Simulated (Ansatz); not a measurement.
# H3OPSi (SMILES [O-][SiH2][PH]) (charge −1, doublet): what the fields show

```xyz
6

O     1.9221   -1.4361    0.1534
P     2.4717    1.7773    0.5366
Si    1.2738   -0.0453   -0.2708
H    -0.1536    0.2385    0.1855
H     1.2169    0.2677   -1.7610
H     2.2009    1.4491    1.9089
```

Geometry: B3LYP-D3(BJ)/def2-SVPD.

Computed with isolated molecule in a Gaussian basis; Kohn-Sham density functional theory, functional PBE0 in Ansatz.

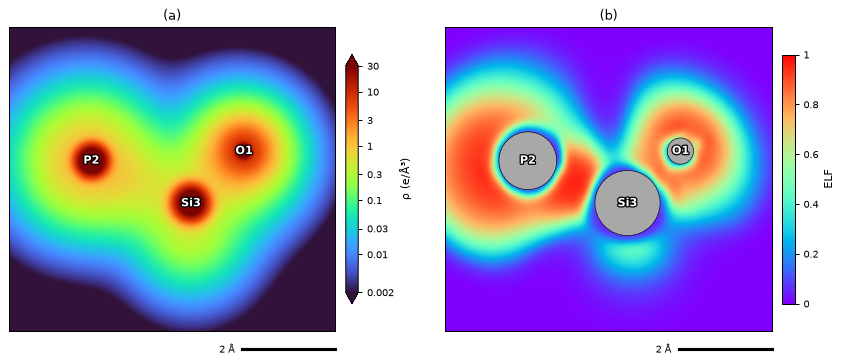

Figure 1. (a) electron density; (b) ELF on the plane of atoms O1, Si3 and P2. Grey discs cover the atomic cores in the ELF map.

### Describe what can be read from this map.

- The section cuts through O, P and Si sites.
- Si–O (1.59 Å): the density is about 1.3 e/Å³ at the midpoint; the ELF peaks at about 0.85 between the atoms, as expected for a polar covalent bond.
- Si–P (2.33 Å): ρ is about 0.64 e/Å³ halfway, with its minimum of 0.56 e/Å³ about 0.8 Å from Si; the ELF peaks at about 0.95 between the atoms (a shared electron pair).
- The ELF also peaks beside P2 and O1, away from the bonds: non-bonding electrons, paired or unpaired.

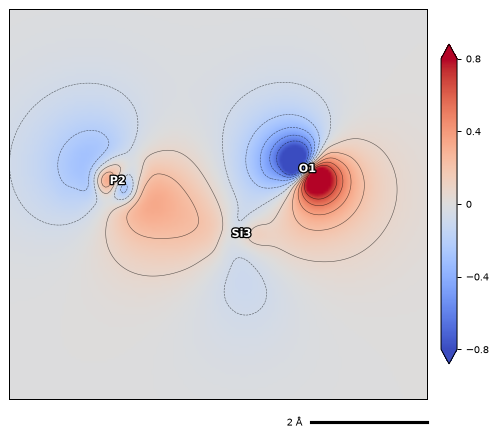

Figure 2. The HOMO (β) on the plane of atoms O1, Si3 and P2 (values in Å⁻³ᐟ²; the overall sign is arbitrary).

### Where does this orbital lie, and at what energy?

By Hirshfeld shares it lies mainly on O1 (about 50 %), P2 (about 30 %) and Si3 (about 15 %); largely a combination of lone pairs on O1 and P2. Its energy is −1.51 eV.
